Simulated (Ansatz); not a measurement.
# CH$_{9}$NSi$_{2}$ (SMILES C[SiH2]N[SiH3]): what the fields show

The calculation's input:

```
crystal:
  periodic: [false, false, false]
  atoms:
    - {symbol: C, position_ang: [-0.734283, -1.463637, -1.778554]}
    - {symbol: "N", position_ang: [-0.368945, -0.775811, 1.144165]}
    - {symbol: Si, position_ang: [-0.303330, -2.048469, -0.049087]}
    - {symbol: Si, position_ang: [0.931866, 0.094975, 1.899469]}
    - {symbol: H, position_ang: [-0.033527, -0.683411, -2.113739]}
    - {symbol: H, position_ang: [-0.688941, -2.299553, -2.494924]}
    - {symbol: H, position_ang: [-1.752361, -1.044657, -1.813185]}
    - {symbol: H, position_ang: [-1.258933, -3.136195, 0.336650]}
    - {symbol: H, position_ang: [1.090898, -2.585162, -0.025667]}
    - {symbol: H, position_ang: [-1.304787, -0.467035, 1.397032]}
    - {symbol: H, position_ang: [0.985940, 1.534463, 1.484853]}
    - {symbol: H, position_ang: [0.812561, 0.079081, 3.391921]}
    - {symbol: H, position_ang: [2.206877, -0.566085, 1.494688]}
basis:
  gaussian: {orbitals: def2-TZVPD}
hamiltonian: {xc: {name: PBE0}}
output: {forces: true, orbitals: {seedname: orbitals}}
```

Launched as:

```sh
ansatz run input.yaml --threads 2 --pin off --max-ram 4350MiB --events-out events.jsonl --progress --plain --runs-dir runs
```

Geometry: PBE0-D3(BJ)/def2-SVP.

The calculation used isolated molecule in a Gaussian basis; Kohn-Sham density functional theory, functional PBE0 in Ansatz.

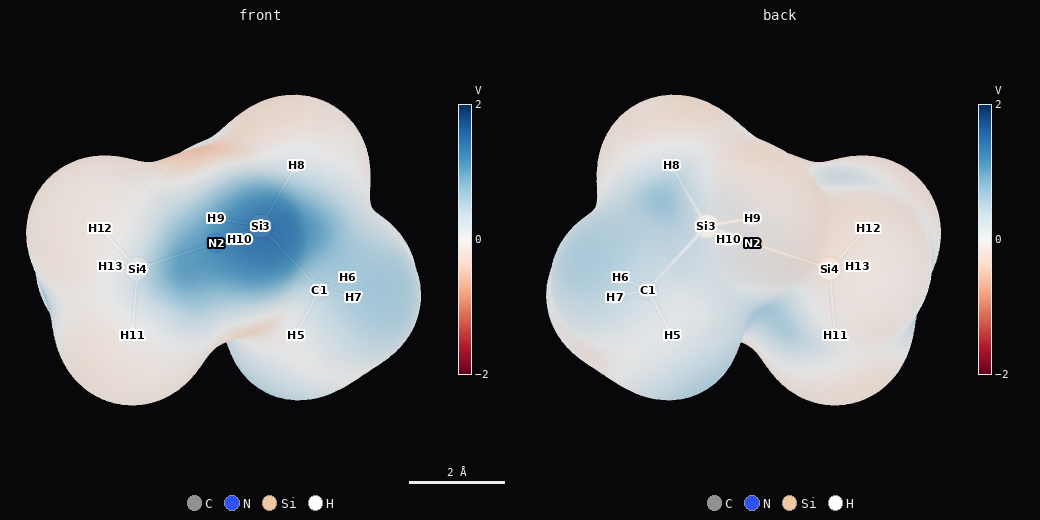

Figure 1. The molecular electrostatic potential painted on the density surface at 0.001 e/bohr³, seen from the front and from behind; the colour scale runs from red (negative) to blue (positive).

Where is the surface potential most negative and most positive?

The most negative region (about −0.4 V, or −9 kcal/mol for a unit charge) lies over N2, the most positive (about +1.5 V, or +35 kcal/mol for a unit charge) over H10.

How polar is the molecule by this calculation?

Its dipole moment is 1.20 D.

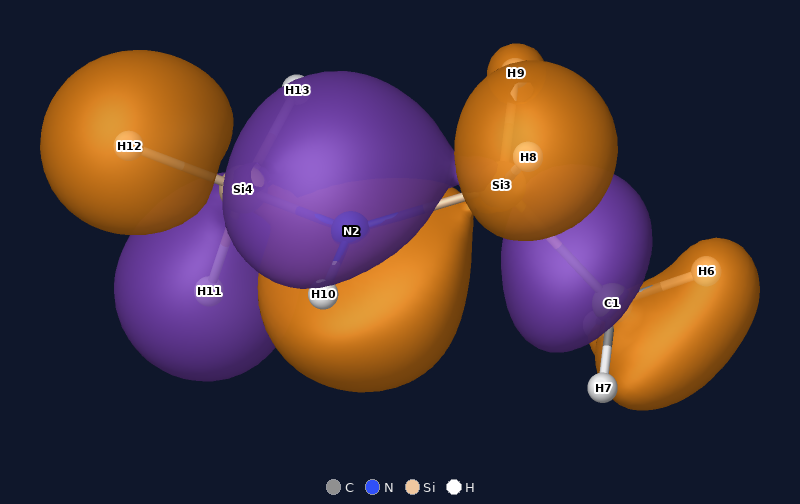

Figure 2. The HOMO at ±0.06 Å⁻³ᐟ² (orange and purple are the two phases), seen at an oblique angle.

Describe this orbital and give its energy.

Its weight (Hirshfeld) is mainly on N2 (about 50 %), Si4 (about 10 %), Si3 (about 10 %), C1 (about 10 %) and H11 (about 5 %). Its energy is −7.35 eV.

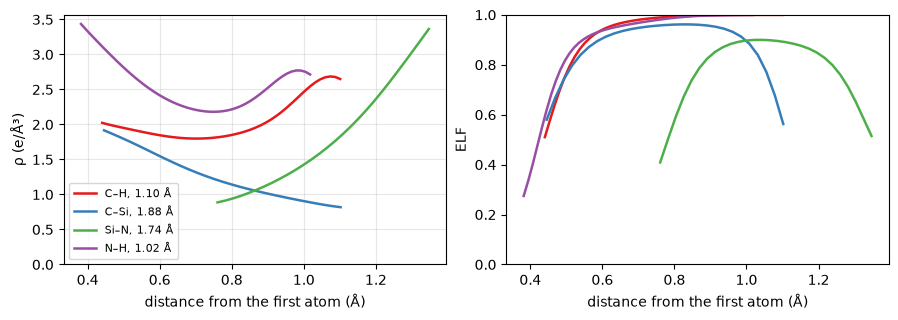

Figure 3. Electron density and ELF along straight lines between neighbouring atoms. The curves leave out the atomic cores.

Compare the contacts.

C–H (1.10 Å): ρ at the midpoint is about 1.9 e/Å³; the ELF climbs to about 1 towards the hydrogen, as it does in any bond to H (an ordinary covalent bond to hydrogen).
C–Si (1.88 Å): the density is about 0.97 e/Å³ at the midpoint; the ELF peaks at about 0.95 between the atoms, as expected for a shared electron pair.
Si–N (1.74 Å): the density is about 1.1 e/Å³ at the midpoint; the ELF peaks at about 0.90 between the atoms, as expected for a polar covalent bond.
N–H (1.02 Å): ρ is about 2.8 e/Å³ halfway; the ELF climbs to about 1 towards the hydrogen (a covalent bond by its length).
